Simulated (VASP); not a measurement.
Band structure of CaSe (rock salt). All values below come from LDA (Ceperley-Alder, Perdew-Zunger), VASP's LDA PAW potentials (set 64) (plane waves; VASP).

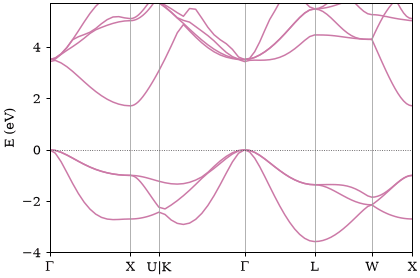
Figure: Bands along high-symmetry lines, zero at the valence-band maximum or, without a gap, the Fermi level

Problem. Read the plot: is there a gap, and where are the band edges?

Solution. The gap is indirect, 1.71 eV, from the valence maximum at Γ to the conduction minimum at X. (Edges off the drawn lines would not show.)

Measured: gap 3.85 eV (computed value off by -2.14 eV), as given by Abedi et al., (2022), arXiv:2211.14644.

The compound is CaSe in the rock salt structure. It was relaxed first, which changed the volume by -6 %.
